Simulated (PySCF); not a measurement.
Input

```
{"job": {"kind": "nmr", "xc": "PBE0", "basis": {"default": "pcSseg-1", "Al": "pcSseg-2"}}, "charge": 0, "multiplicity": 1}
Al     0.744222    -0.566737     1.035758
F      2.135470     0.187896     1.553343
F      0.223470    -1.985908     1.734398
N      0.736165    -0.710397    -0.896027
Al    -0.723334     0.552556    -1.025880
F     -2.116141    -0.194848    -1.550076
F     -0.204957     1.972980    -1.724162
N     -0.715866     0.695180     0.904946
H      0.531350    -1.644939    -1.254484
H      1.601705    -0.403856    -1.345501
H     -0.516131     1.629945     1.265684
H     -1.580484     0.385386     1.353000
```

Launched as:

```sh
OMP_NUM_THREADS=1 python probes_run.py task.json out
```

Geometry: PBE0-D3(BJ)/def2-SVP.

Theory: PBE0/pcSseg-1 Al:pcSseg-2, SCF density, gas phase, non-relativistic in PySCF 2.14.0.

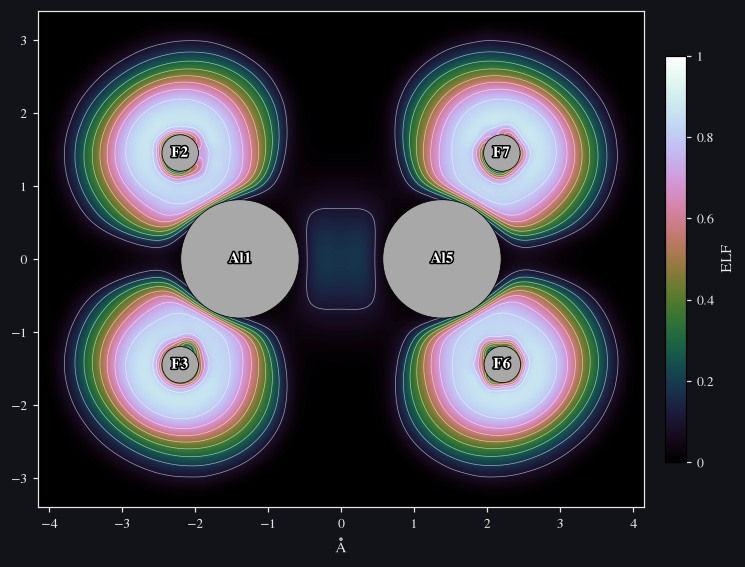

Al₂F₄H₄N₂ ((F2Al-mu-NH2)2). ELF on the plane of atoms F6, Al5 and F7. Grey discs cover the atomic cores.

Q: What do the fields say about this system?

A:
- Atoms in the plane: Al and F.
- Al–F (1.67 Å): the ELF peaks at about 0.85 in the valence shell of F, 0.5 Å from its nucleus, and is about 0.40 at the midpoint.
- The ELF also peaks beside F3, F6, F7 and F2, away from the bonds: lone-pair regions.
